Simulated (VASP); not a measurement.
# BiPd (Sobolevskite) under strain

Aim: follow the pressure of BiPd (Sobolevskite) through compression, expansion and shear. All runs use LDA. Left out of this account: 1 further run (fields: a reference on another mesh). The start is a cell from a database of measured crystal structures.

Calculated with VASP 6.6.1; LDA; plane waves and PAW (Bi_d, Pd).

## (1) The structure

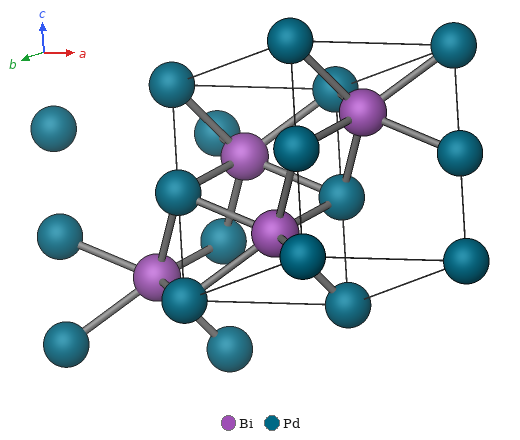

Start, viewed from a free direction; bismuth purple, palladium blue. 1×2×1 cells are drawn. Bonds to atoms that aren't drawn are left out. Some periodic images of atoms are drawn too.

Structure file:

```cif
data_structure
_symmetry_space_group_name_H-M 'P6_3/mmc'
_symmetry_Int_Tables_number 194
_cell_length_a 4.2300
_cell_length_b 4.2300
_cell_length_c 5.6900
_cell_angle_alpha 90.000
_cell_angle_beta 90.000
_cell_angle_gamma 120.000
_cell_volume 88.17
loop_
_atom_site_label
_atom_site_type_symbol
_atom_site_symmetry_multiplicity
_atom_site_Wyckoff_symbol
_atom_site_fract_x
_atom_site_fract_y
_atom_site_fract_z
_atom_site_occupancy
Bi1 Bi 2 c 0.33333 0.66667 0.25000 1
Pd1 Pd 2 a 0.00000 0.00000 0.00000 1
```

## (2) Bands, cell as listed

Levels along the symmetry lines show where the bands peak and cross; KPOINTS_OPT computes them in the converged potential. LDA, the lowest rung, knows the local density alone.

Contents of INCAR:

```
SYSTEM = BiPd
PREC = Accurate
ENCUT = 400
EDIFF = 1E-06
NELM = 100
ISMEAR = -1
SIGMA = 0.05
LREAL = .FALSE.
ALGO = Normal
GGA = CA
NBANDS = 39
LASPH = .TRUE.
LORBIT = 11
LWAVE = .FALSE.
LCHARG = .FALSE.
KPAR = 4
```

Contents of POSCAR:

```
BiPd
1.0
    4.2300000000      0.0000000000      0.0000000000
   -2.1150000000      3.6632874580      0.0000000000
    0.0000000000      0.0000000000      5.6900000000
Bi Pd
2 2
Direct
    0.3333333333      0.6666666667      0.2500000000
    0.6666666667      0.3333333333      0.7500000000
    0.0000000000      0.0000000000      0.0000000000
    0.0000000000      0.0000000000      0.5000000000
```

Contents of KPOINTS:

```
Automatic mesh
0
Gamma
8 8 6
0 0 0
```

Contents of KPOINTS_OPT:

```
Line mode
16
Line-mode
Reciprocal
  0.00000000   0.00000000   0.00000000 GAMMA
  0.50000000   0.00000000   0.00000000 M

  0.50000000   0.00000000   0.00000000 M
  0.33333333   0.33333333   0.00000000 K

  0.33333333   0.33333333   0.00000000 K
  0.00000000   0.00000000   0.00000000 GAMMA

  0.00000000   0.00000000   0.00000000 GAMMA
  0.00000000   0.00000000   0.50000000 A

  0.00000000   0.00000000   0.50000000 A
  0.50000000   0.00000000   0.50000000 L

  0.50000000   0.00000000   0.50000000 L
  0.33333333   0.33333333   0.50000000 H

  0.33333333   0.33333333   0.50000000 H
  0.00000000   0.00000000   0.50000000 A

  0.50000000   0.00000000   0.50000000 L
  0.50000000   0.00000000   0.00000000 M

  0.33333333   0.33333333   0.00000000 K
  0.33333333   0.33333333   0.50000000 H
```

PAW data sets: Bi_d and Pd (LDA family, release 64).

The run is started by

```console
$ mpirun -np 4 vasp_std
```

What it wrote:

```text
[banner, memory and clock lines left out]
running    4 mpi-ranks, on    1 nodes
 distrk:  each k-point on    1 cores,    4 groups
 distr:  one band on    1 cores,    1 groups

 POSCAR found type information on POSCAR BiPd
 POSCAR found :  2 types and       4 ions
 LDA part: xc-table for (Slater(with rela. corr.)+CA(PZ))
 , standard interpolation
 POSCAR, INCAR and KPOINTS ok, starting setup
 FFT: planning ... GRIDC
 FFT: planning ... GRID_SOFT
 FFT: planning ... GRID
 WAVECAR not read
 entering main loop
       N       E                     dE             d eps       ncg     rms          rms(c)
DAV:   1     0.493932356388E+03    0.49393E+03   -0.20632E+04  3172   0.130E+03
DAV:   2     0.263402574429E+02   -0.46759E+03   -0.44194E+03  3141   0.402E+02
DAV:   3    -0.219599870241E+02   -0.48300E+02   -0.47319E+02  3500   0.134E+02
DAV:   4    -0.236855357136E+02   -0.17255E+01   -0.17225E+01  3687   0.263E+01
DAV:   5    -0.237726635403E+02   -0.87128E-01   -0.87117E-01  4609   0.566E+00    0.717E+00
DAV:   6    -0.235215856540E+02    0.25108E+00   -0.34597E-01  3758   0.455E+00    0.376E+00
DAV:   7    -0.234522383975E+02    0.69347E-01   -0.96146E-02  3981   0.284E+00    0.165E+00
DAV:   8    -0.234349231608E+02    0.17315E-01   -0.64493E-02  3714   0.161E+00    0.336E-01
DAV:   9    -0.234337295442E+02    0.11936E-02   -0.61047E-03  4064   0.692E-01    0.543E-02
DAV:  10    -0.234336965842E+02    0.32960E-04   -0.27546E-04  4311   0.166E-01    0.336E-02
DAV:  11    -0.234336965630E+02    0.21151E-07   -0.24592E-05  4015   0.285E-02    0.672E-03
DAV:  12    -0.234336966228E+02   -0.59813E-07   -0.18464E-06  2899   0.111E-02
   1 F= -.23433697E+02 E0= -.23425585E+02  d E =-.162234E-01
 Start KPOINTS_OPT (optional k-point list driver)
k-point batch [1-40\144]
       N       E                     dE             ncg
DAV:   1     0.150370891621E+05   -0.25588E+05     3156
DAV:   2    -0.353766705640E+04   -0.18575E+05     3141
DAV:   3    -0.544337504080E+04   -0.19057E+04     3507
DAV:   4    -0.551046923121E+04   -0.67094E+02     3694
DAV:   5    -0.551389073989E+04   -0.34215E+01     4631
DAV:   6    -0.551393100053E+04   -0.40261E-01     4021
DAV:   7    -0.551393256415E+04   -0.15636E-02     4656
DAV:   8    -0.551393257844E+04   -0.14291E-04     3414
DAV:   9    -0.551393257904E+04   -0.59790E-06     2260
[...]
k-point batch [121-144\144]
       N       E                     dE             ncg
DAV:   1     0.248095158538E+05   -0.24258E+05     1916
DAV:   2     0.136031669570E+05   -0.11206E+05     1901
DAV:   3     0.124477815646E+05   -0.11554E+04     2131
DAV:   4     0.124065733498E+05   -0.41208E+02     2168
DAV:   5     0.124044203696E+05   -0.21530E+01     2841
DAV:   6     0.124043935110E+05   -0.26859E-01     2351
DAV:   7     0.124043927007E+05   -0.81031E-03     2841
DAV:   8     0.124043926909E+05   -0.98082E-05     1999
DAV:   9     0.124043926905E+05   -0.34177E-06     1391
```

The job ended after 1.9 min (4 MPI ranks of AMD EPYC 7R43, shared host; peak memory 0.9 GiB).

The logs omit lines about the potential files and the build; timing stands in the text.

OUTCAR, selected parts (step 2):

```text
ion  position               nearest neighbor table
   1  0.333  0.667  0.250-   3 2.83   4 2.83   3 2.83   4 2.83   3 2.83   4 2.83   2 3.75   2 3.75
                             2 3.75   2 3.75   2 3.75   2 3.75
   2  0.667  0.333  0.750-   3 2.83   4 2.83   3 2.83   4 2.83   3 2.83   4 2.83   1 3.75   1 3.75
                             1 3.75   1 3.75   1 3.75   1 3.75
   3  0.000  0.000  0.000-   1 2.83   2 2.83   1 2.83   2 2.83   2 2.83   1 2.83   4 2.85   4 2.85

  LATTYP: Found a hexagonal cell.
 ALAT       =     4.2300000000
 C/A-ratio  =     1.3451536643

 Subroutine GETGRP returns: Found 24 space group operations
 (whereof 12 operations were pure point group operations)

The static configuration has the point symmetry D_3d.
 The point group associated with its full space group is D_6h.

 Found     40 irreducible k-points:

   k-points           NKPTS =     40   k-points in BZ     NKDIM =     40   number of bands    NBANDS=     39

   dimension x,y,z NGX =    28 NGY =   28 NGZ =   40
   dimension x,y,z NGXF=    56 NGYF=   56 NGZF=   80

   ENCUT  =  400.0 eV  29.40 Ry    5.42 a.u.   6.90  6.90  9.28*2*pi/ulx,y,z

   NELECT =      50.0000    total number of electrons

 k-points in reciprocal lattice and weights: Automatic mesh
   0.00000000  0.00000000  0.00000000       0.003
   0.12500000  0.00000000  0.00000000       0.016
   0.25000000  0.00000000  0.00000000       0.016
   0.37500000  0.00000000  0.00000000       0.016
   0.50000000  0.00000000  0.00000000       0.008
   0.12500000  0.12500000  0.00000000       0.016
   0.25000000  0.12500000  0.00000000       0.031
   0.37500000  0.12500000  0.00000000       0.031
   0.25000000  0.25000000  0.00000000       0.016
[...]
0.25000000  0.25000000  0.50000000       0.016
   0.37500000  0.25000000  0.50000000       0.016

 average (electrostatic) potential at core
       1-102.1113       2-102.1113       3 -72.0500       4 -72.0500

 E-fermi :   8.7676

 k-point     1 :       0.0000    0.0000    0.0000
  band No.  band energies     occupation
    ...
     18       5.3811      2.00000
     19       5.9121      2.00000
     20       5.9121      2.00000
     21       6.7501      2.00000
     22       6.7501      2.00000
     23       8.8460      0.34506
     24       9.6943      0.00000
     25       9.6943      0.00000
     26      11.7932      0.00000
     27      11.8545      0.00000
    ...

 k-point     2 :       0.1250    0.0000    0.0000
  band No.  band energies     occupation
    ...
     20       5.9464      2.00000
     21       6.7304      2.00000
     22       6.7539      2.00000
     23       8.3682      1.99932
     24       8.7649      1.02691
     25       9.2413      0.00015
     26      10.6176      0.00000
     27      11.8614      0.00000
     28      12.1477      0.00000
     29      13.0196      0.00000
    ...

 k-point     3 :       0.2500    0.0000    0.0000
  band No.  band energies     occupation
    ...
     21       6.6926      2.00000
     22       6.7646      2.00000
     23       6.9479      2.00000
     24       8.2919      1.99985
     25       8.4659      1.99522
     26       9.3565      0.00002
     27      11.4865      0.00000
     28      12.4976      0.00000
     29      13.1949      0.00000
     30      14.6322      0.00000
    ...

  Total       -1.1714395     -1.1714395     -2.0713730      0.0000000     -0.0000000      0.0000000
  in kB      -21.2866247    -21.2866247    -37.6396229      0.0000000     -0.0000000      0.0000000
  external PRESSURE =     -26.7376241 kB  Pullay stress =       0.0000000 kB

  energy-cutoff  :      400.00
  volume of cell :       88.17
      direct lattice vectors                 reciprocal lattice vectors
     4.230000000  0.000000000  0.000000000     0.236406619  0.136489425  0.000000000
    -2.115000000  3.663287458  0.000000000     0.000000000  0.272978851  0.000000000
     0.000000000  0.000000000  5.690000000     0.000000000  0.000000000  0.175746924

 POSITION                                       TOTAL-FORCE (eV/Angst)
 -----------------------------------------------------------------------------------
     -0.00000      2.44219      1.42250        -0.000000     -0.000000      0.000000
      2.11500      1.22110      4.26750         0.000000      0.000000     -0.000000
      0.00000      0.00000      0.00000         0.000000      0.000000      0.000000
      0.00000      0.00000      2.84500         0.000000      0.000000      0.000000
 -----------------------------------------------------------------------------------
    total drift:                               -0.000000      0.000000      0.000000

  FREE ENERGIE OF THE ION-ELECTRON SYSTEM (eV)
  ---------------------------------------------------
  free  energy   TOTEN  =       -23.4336966228 eV

  energy  without entropy=      -23.4174731811  energy(sigma->0) =      -23.42558490

 total charge
# of ion       s       p       d       tot
------------------------------------------
    1        1.497   1.373   9.952  12.823
    2        1.497   1.373   9.952  12.823
    3        0.477   0.436   8.626   9.539
    4        0.477   0.436   8.626   9.539
--------------------------------------------------
tot          3.949   3.618  37.157  44.724

[... 3 further parts left out ...]
```

Spin-orbit coupling is off here; with elements this heavy it splits and shifts levels by tenths of an eV or more. At this level the cell is under a tension of 2.7 GPa, so at these settings it is away from equilibrium.

This step gave:

```
SCF cycles              : 12
electrons               : 50
bands                   : 39
irreducible k-points    : 40
symmetry operations     : 24
free energy (TOTEN)     : -23.43 eV
energy at zero smearing : -23.43 eV
Fermi energy            : 8.768 eV
pressure                : -2.674 GPa
metallic                : yes
```

The electronic bands at the labelled points (eV, zero at the Fermi level; # counts the bands kept, so #1 is VASP's band 13):

```tsv
point	#10	#11	#12	#13	#14	#15	#16	#17
Γ	-2.02	0.08	0.93	0.93	3.03	3.09	3.22	3.22
M	-2.12	-1.99	-1.98	-1.98	-1.25	1.74	4.18	4.54
K	-2.05	-1.91	-1.37	-0.17	-0.17	0.33	0.33	3.63
Γ	-2.02	0.08	0.93	0.93	3.03	3.09	3.22	3.22
A	-2.85	-0.81	-0.81	2.44	2.44	2.44	2.44	5.28
L	-2.67	-2.38	-2.38	0.74	0.74	1.58	1.58	4.76
H	-2.79	-2.09	-2.09	-1.52	-1.52	4.08	4.08	6.29
A	-2.85	-0.81	-0.81	2.44	2.44	2.44	2.44	5.28
jump to L	-2.67	-2.38	-2.38	0.74	0.74	1.58	1.58	4.76
M	-2.12	-1.99	-1.98	-1.98	-1.25	1.74	4.18	4.54
jump to K	-2.05	-1.91	-1.37	-0.17	-0.17	0.33	0.33	3.63
H	-2.79	-2.09	-2.09	-1.52	-1.52	4.08	4.08	6.29
```

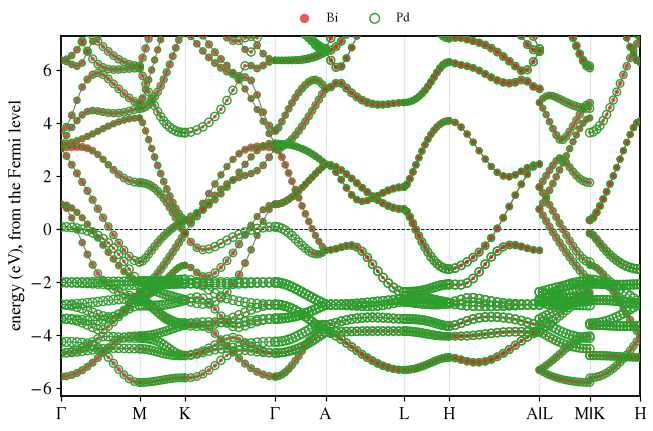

Electronic bands along the path; dots are coloured as in the legend, and their area grows with the weight.

There is no gap at this level.

## (3) Bands, volume times 1.04

The cell is expanded evenly, with fractional positions held.

INCAR is that of step 2.

Contents of POSCAR:

```
BiPd
1.0
    4.2856642782      0.0000000000      0.0000000000
   -2.1428321391      3.7114941370      0.0000000000
    0.0000000000      0.0000000000      5.7648770077
Bi Pd
2 2
Direct
    0.3333333333      0.6666666667      0.2500000000
    0.6666666667      0.3333333333      0.7500000000
    0.0000000000      0.0000000000      0.0000000000
    0.0000000000      0.0000000000      0.5000000000
```

KPOINTS is that of step 2.

KPOINTS_OPT is that of step 2.

The run is started by

```console
$ mpirun -np 4 vasp_std
```

What it wrote:

```text
[... set-up lines as in an earlier step ...]
 entering main loop
       N       E                     dE             d eps       ncg     rms          rms(c)
DAV:   1     0.486164990126E+03    0.48616E+03   -0.20607E+04  3186   0.128E+03
DAV:   2     0.251081602795E+02   -0.46106E+03   -0.43632E+03  3148   0.395E+02
DAV:   3    -0.219082275895E+02   -0.47016E+02   -0.46033E+02  3494   0.132E+02
DAV:   4    -0.235830110054E+02   -0.16748E+01   -0.16719E+01  3727   0.259E+01
DAV:   5    -0.236657945640E+02   -0.82784E-01   -0.82776E-01  4548   0.549E+00    0.633E+00
DAV:   6    -0.234218817822E+02    0.24391E+00   -0.32466E-01  3822   0.437E+00    0.330E+00
DAV:   7    -0.233565841402E+02    0.65298E-01   -0.91541E-02  4004   0.266E+00    0.148E+00
DAV:   8    -0.233408010577E+02    0.15783E-01   -0.62479E-02  3666   0.156E+00    0.352E-01
DAV:   9    -0.233395897385E+02    0.12113E-02   -0.58606E-03  3953   0.672E-01    0.543E-02
DAV:  10    -0.233395596424E+02    0.30096E-04   -0.26246E-04  4382   0.159E-01    0.339E-02
DAV:  11    -0.233395596735E+02   -0.31160E-07   -0.21101E-05  3964   0.266E-02    0.647E-03
DAV:  12    -0.233395598177E+02   -0.14420E-06   -0.16688E-06  2878   0.104E-02
   1 F= -.23339560E+02 E0= -.23330822E+02  d E =-.174747E-01
 Start KPOINTS_OPT (optional k-point list driver)
k-point batch [1-40\144]
       N       E                     dE             ncg
DAV:   1     0.140343164035E+05   -0.26896E+05     3164
DAV:   2    -0.441231311982E+04   -0.18447E+05     3149
DAV:   3    -0.635457797820E+04   -0.19423E+04     3476
DAV:   4    -0.642405859334E+04   -0.69481E+02     3721
DAV:   5    -0.642754604464E+04   -0.34875E+01     4556
DAV:   6    -0.642759228962E+04   -0.46245E-01     4097
DAV:   7    -0.642759351908E+04   -0.12295E-02     4579
DAV:   8    -0.642759353423E+04   -0.15156E-04     3521
DAV:   9    -0.642759353485E+04   -0.61546E-06     2218
[...]
k-point batch [121-144\144]
       N       E                     dE             ncg
DAV:   1     0.242531069233E+05   -0.23943E+05     1909
DAV:   2     0.131965745695E+05   -0.11057E+05     1879
DAV:   3     0.120525962243E+05   -0.11440E+04     2139
DAV:   4     0.120115605470E+05   -0.41036E+02     2152
DAV:   5     0.120094274601E+05   -0.21331E+01     2811
DAV:   6     0.120093986848E+05   -0.28775E-01     2397
DAV:   7     0.120093978957E+05   -0.78910E-03     2833
DAV:   8     0.120093978862E+05   -0.95500E-05     2037
DAV:   9     0.120093978858E+05   -0.36847E-06     1384
```

It took 2 min on 4 MPI ranks; peak memory 0.92 GiB.

OUTCAR, selected parts (step 3):

```text
  LATTYP: Found a hexagonal cell.
 ALAT       =     4.2856642782
 C/A-ratio  =     1.3451536643

 Found     40 irreducible k-points:

   ENCUT  =  400.0 eV  29.40 Ry    5.42 a.u.   6.99  6.99  9.40*2*pi/ulx,y,z

   NELECT =      50.0000    total number of electrons

 E-fermi :   8.1860

 k-point     1 :       0.0000    0.0000    0.0000
  band No.  band energies     occupation
    ...
     18       5.0072      2.00000
     19       5.4921      2.00000
     20       5.4921      2.00000
     21       6.2882      2.00000
     22       6.2882      2.00000
     23       8.2610      0.36527
     24       9.1012      0.00000
     25       9.1012      0.00000
     26      11.1616      0.00000
     27      11.2196      0.00000
    ...

 k-point     2 :       0.1250   -0.0000    0.0000
  band No.  band energies     occupation
    ...
     20       5.5248      2.00000
     21       6.2702      2.00000
     22       6.2917      2.00000
     23       7.7912      1.99926
     24       8.1863      0.99697
     25       8.6689      0.00013
     26       9.9795      0.00000
     27      11.1693      0.00000
     28      11.4339      0.00000
     29      12.3366      0.00000
    ...

  Total       -3.2932120     -3.2932120     -4.1476198      0.0000000     -0.0000000      0.0000000
  in kB      -57.5404566    -57.5404566    -72.4690469      0.0000000     -0.0000000      0.0000000
  external PRESSURE =     -62.5166534 kB  Pullay stress =       0.0000000 kB

  energy-cutoff  :      400.00
  volume of cell :       91.70
      direct lattice vectors                 reciprocal lattice vectors
     4.285664278  0.000000000  0.000000000     0.233336056  0.134716635  0.000000000
    -2.142832139  3.711494137  0.000000000     0.000000000  0.269433269  0.000000000
     0.000000000  0.000000000  5.764877008     0.000000000  0.000000000  0.173464238

 POSITION                                       TOTAL-FORCE (eV/Angst)
 -----------------------------------------------------------------------------------
     -0.00000      2.47433      1.44122        -0.000000      0.000000      0.000000
      2.14283      1.23716      4.32366         0.000000     -0.000000      0.000000
      0.00000      0.00000      0.00000         0.000000      0.000000     -0.000000
      0.00000      0.00000      2.88244         0.000000      0.000000     -0.000000
 -----------------------------------------------------------------------------------
    total drift:                               -0.000000      0.000000      0.000000

  FREE ENERGIE OF THE ION-ELECTRON SYSTEM (eV)
  ---------------------------------------------------
  free  energy   TOTEN  =       -23.3395598177 eV

  energy  without entropy=      -23.3220851460  energy(sigma->0) =      -23.33082248

 total charge
# of ion       s       p       d       tot
------------------------------------------
    1        1.503   1.340   9.945  12.787
    2        1.503   1.340   9.945  12.787
    3        0.464   0.400   8.606   9.469
    4        0.464   0.400   8.606   9.469
--------------------------------------------------
tot          3.933   3.480  37.100  44.513

[... 4 parts as in an earlier step ...]

[... 7 further parts left out ...]
```

This step gave:

```
free energy (TOTEN)     : -23.34 eV
energy at zero smearing : -23.33 eV
Fermi energy            : 8.186 eV
pressure                : -6.252 GPa
```

The electronic bands at the labelled points (eV, zero at the Fermi level; # counts the bands kept, so #1 is VASP's band 13):

```tsv
point	#10	#11	#12	#13	#14	#15	#16	#17
Γ	-1.90	0.08	0.92	0.92	2.98	3.03	3.09	3.09
M	-1.99	-1.87	-1.86	-1.86	-1.26	1.68	4.00	4.49
K	-1.93	-1.80	-1.27	-0.12	-0.12	0.30	0.30	3.52
Γ	-1.90	0.08	0.92	0.92	2.98	3.03	3.09	3.09
A	-2.68	-0.83	-0.83	2.35	2.35	2.35	2.35	5.15
L	-2.51	-2.24	-2.24	0.75	0.75	1.49	1.49	4.65
H	-2.62	-2.00	-2.00	-1.42	-1.42	3.91	3.91	6.14
A	-2.68	-0.83	-0.83	2.35	2.35	2.35	2.35	5.15
jump to L	-2.51	-2.24	-2.24	0.75	0.75	1.49	1.49	4.65
M	-1.99	-1.87	-1.86	-1.86	-1.26	1.68	4.00	4.49
jump to K	-1.93	-1.80	-1.27	-0.12	-0.12	0.30	0.30	3.52
H	-2.62	-2.00	-2.00	-1.42	-1.42	3.91	3.91	6.14
```

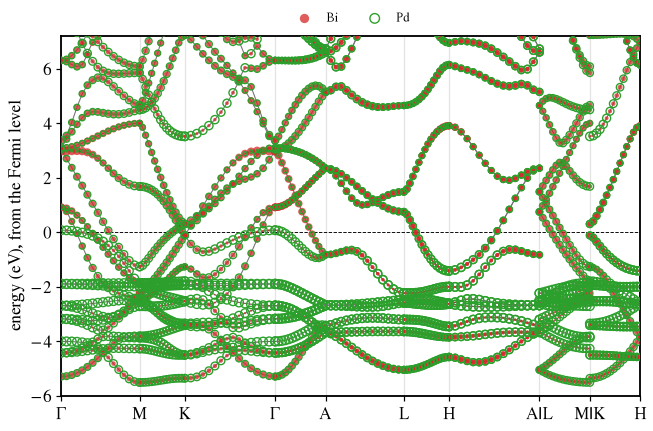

Electronic bands along the path; dots are coloured as in the legend, and their area grows with the weight.

 The pressure is -6.25 GPa.

Between step 2 and this run (cell volume +4.0 %) the value for the pressure moves from -2.67 GPa to -6.25 GPa.

(Continued in part 2 of 3.)

[Lines on the potential files, build, host, timing and source positions are cut from VASP's logs without a mark.]

[Logs are printed without paths, hosts, clocks, repeated set-up lines and the standing remarks that a program may print on its own settings, such as how far it seeks lower states.]

[Hosts, paths, dates, database ids (printed as entryN), source tags and the programs' standing remarks are cut or masked in the printed files.]

[A measured line is paired with the nearest computed mode of its activity, which favours agreement.]
